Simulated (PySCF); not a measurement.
Vertical excitations of a molecule CH5BOS from TDA-PBE0/def2-SVPD (PySCF 2.14.0), as energy in eV (oscillator strength): 6.40 (0.024), 6.83 (0.000), 6.88 (0.201), 7.44 (0.000), 7.56 (0.034), 7.75 (0.086), 7.92 (0.017), 8.39 (0.003), 8.40 (0.000), 8.47 (0.008). Lowest triplet (TDA): 5.63 eV. Geometry: B3LYP-D3(BJ)/def2-SVP. Other conformers were not sampled.

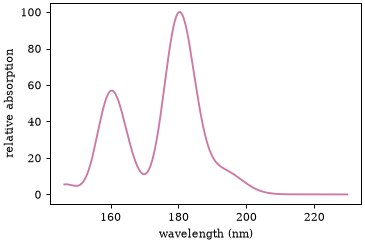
Figure. The lines broadened by 0.4 eV.

Question: Which molecule gave these data?
A) COBS
B) CSBO
C) CB(O)S

Answer: C, CB(O)S
